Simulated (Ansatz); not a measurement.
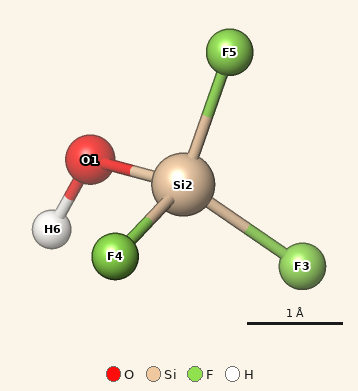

Figure 1. The input geometry of the first run (ball-and-stick view, seen at a tilt; atoms are numbered from 1 in the order of the input).

## SiHOF₃: one change and its effect

System: SiHOF₃, SMILES O[Si](F)(F)F.
Method of the first run: RKS B2PLYP (frozen core)/def2-TZVPP (Ansatz 0.2.0).

The geometry comes from this level: PBE0-D4/def2-TZVP. Text and figures count atoms from 1; the logs count them from 0 in places.

## Input, the first run
```yaml
crystal:
  periodic: [false, false, false]
  atoms:
    - {symbol: O, position_ang: [-0.219787, 0.531710, 1.122367]}
    - {symbol: Si, position_ang: [0.217851, -0.093366, -0.288655]}
    - {symbol: F, position_ang: [-0.639065, 0.464289, -1.482854]}
    - {symbol: F, position_ang: [0.075550, -1.658655, -0.320696]}
    - {symbol: F, position_ang: [1.718478, 0.281147, -0.527359]}
    - {symbol: H, position_ang: [-1.111026, 0.410876, 1.450996]}
basis:
  gaussian: {orbitals: def2-TZVPP}
hamiltonian: {xc: {name: B2PLYP}}
```

Hardware: 2 CPU threads, shared host.

## Output (the first run)
```
Functional definition: B2PLYP
  parameter a = 0.53
  parameter c = 0.27
  exchange = (1 - a)*b88_x + a*exact_x
  correlation = (1 - c)*lyp_c + c*(mp2_os + mp2_ss)
1151 factors; integrals over basis functions are off by at most 9.5e-4 eV
mean field evaluation 1: about -18080.2424 eV, gradient 6.2e1 eV
mean field evaluation 2: about -18080.3402 eV, gradient 6.3e1 eV
mean field evaluation 4: about -18085.6970 eV, gradient 2.0e0 eV
mean field evaluation 8: about -18085.7264 eV, gradient 3.5e-1 eV
mean field evaluation 16: about -18085.7266 eV, gradient 2.9e-5 eV
mean field -18085.72659301 eV, -664.6381933473 hartree, gradient 5.8e-6 eV, S^2 0.000000; 0 other end points of the search recorded, 0 dependent functions left out
9 core orbitals not correlated: weight in the atoms' cores, before any rotation towards them, 1.000 or more for the frozen orbitals, at most 0.000 for the correlated occupied ones
reference -18085.72670881 eV, -664.6381976027 hartree; 16, 16 occupied and 155, 155 virtual orbitals, 1151 factors
second order -35.19908381 eV of doubles, -0.00000000 eV of singles
Total energy: -18095.23046143 eV, -664.9874540700 hartree
```

The input of the second run differs as follows (lines with − go, lines with + come):
```diff
-hamiltonian: {xc: {name: B2PLYP}}
+hamiltonian: {xc: {name: PBE-QIDH}}
```

How does the second run compare with the first run?

The total energies belong to different methods, so their difference says nothing on which is more stable or more accurate. The functional changes from B2PLYP to PBE-QIDH.

## Output (the second run)
```
Functional definition: PBE-QIDH
  parameter a = 3^(-1/3)
  parameter c = 1/3
  exchange = (1 - a)*pbe_x + a*exact_x
  correlation = (1 - c)*pbe_c + c*(mp2_os + mp2_ss)
1151 factors; integrals over basis functions are off by at most 9.5e-4 eV
mean field evaluation 1: about -18071.8422 eV, gradient 5.5e1 eV
mean field evaluation 2: about -18071.9686 eV, gradient 5.6e1 eV
mean field evaluation 4: about -18076.2405 eV, gradient 1.6e0 eV
mean field evaluation 8: about -18076.2699 eV, gradient 2.2e-1 eV
mean field evaluation 16: about -18076.2700 eV, gradient 3.0e-5 eV
mean field -18076.27002173 eV, -664.2906707625 hartree, gradient 7.7e-6 eV, S^2 0.000000; 0 other end points of the search recorded, 0 dependent functions left out
9 core orbitals not correlated: weight in the atoms' cores, before any rotation towards them, 1.000 or more for the frozen orbitals, at most 0.000 for the correlated occupied ones
reference -18076.27002938 eV, -664.2906710440 hartree; 16, 16 occupied and 155, 155 virtual orbitals, 1151 factors
second order -32.94038835 eV of doubles, -0.00000000 eV of singles
Total energy: -18087.25015884 eV, -664.6941833587 hartree
```

## The two runs side by side

| quantity | the first run | the second run |
| --- | --- | --- |
| outcome | converged | converged |
| total energy (hartree) | −664.987454 | −664.694183 |
| basis functions | 180 | 180 |
| wall time (shared host) | 2.4 s | 2.4 s |
